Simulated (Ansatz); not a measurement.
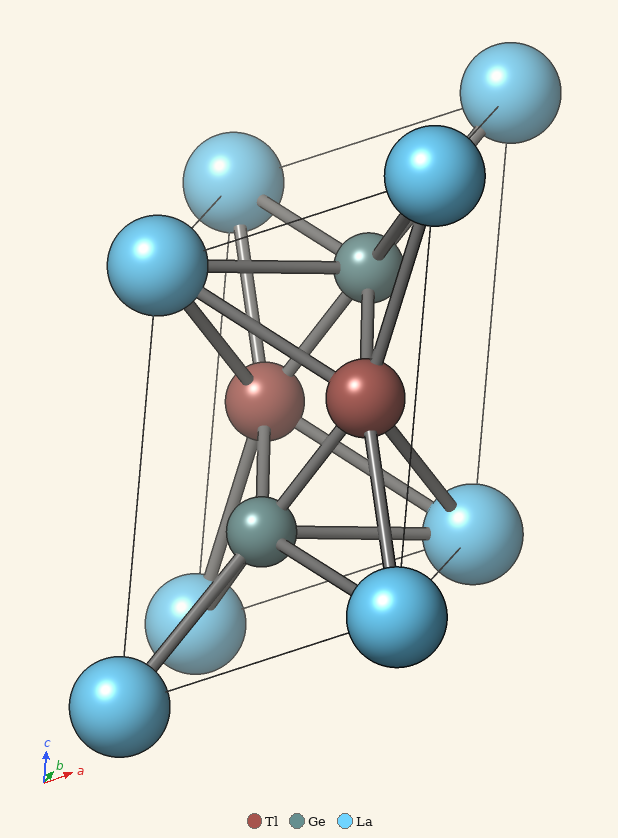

Structure drawing (ball-and-stick), viewed slightly off an axis. One simulation cell is framed, with atoms on its boundary repeated.

```
CELL_PARAMETERS angstrom
0.00000 4.57133 0.00000
4.57133 0.00000 0.00000
2.28567 2.28567 -5.74464
ATOMIC_POSITIONS crystal
Tl 0.75000 0.25000 0.50000
Tl 0.25000 0.75000 0.50000
Ge 0.37500 0.37500 0.25000
Ge 0.62500 0.62500 0.75000
La 0.00000 0.00000 0.00000
```

All computed values are from Ansatz, DFT, PAW plane waves, PBE. Settings: 420 eV cutoff, an 8×8×8 sampling of the Brillouin zone, Fermi-Dirac smearing of 0.1 eV, no spin polarisation. The pressure of the cell is 11 GPa.

### State the Bader charges by element.

La +1.37 e; Tl -0.26 e; Ge -0.42 e.

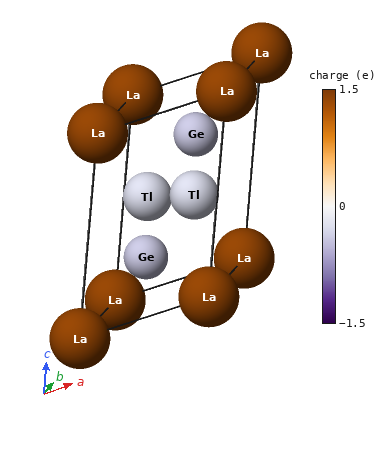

The atoms coloured by those charges.

What is drawn is a generated cell, made by putting these elements into a known structure type (the compound may or may not exist in this form); it hasn't been relaxed. It went into a calculation with Ansatz.

At this level of theory the cell isn't at rest (compressed, at 11 GPa and forces up to 2.5 eV/Å), so its distances can differ from those at equilibrium, the more so the softer the solid.
